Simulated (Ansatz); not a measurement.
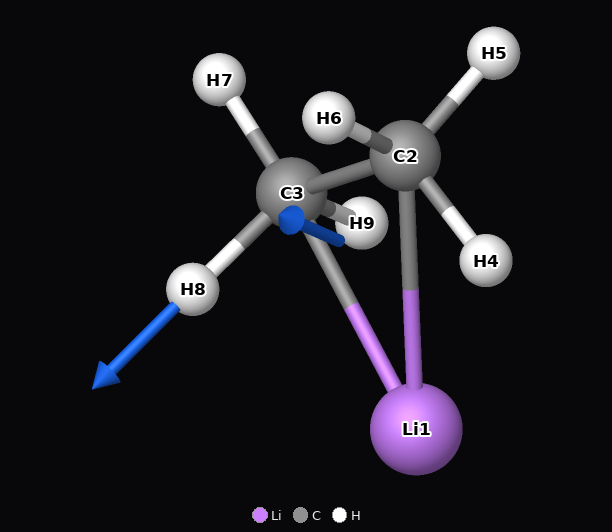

The arrows show one normal mode. The species has charge +1 and is a spin singlet. Harmonic vibrations computed with RKS PBE0-D4/def2-TZVP (Ansatz 0.2.0) at a stationary point of the same level.

Question: Describe the motion.

Answer: Mostly out-of-phase stretching of 2 C–H bonds.

Question: At what wavenumber does it lie?

Answer: 3034 cm⁻¹; it is mode 18 of 21 counted from the lowest.
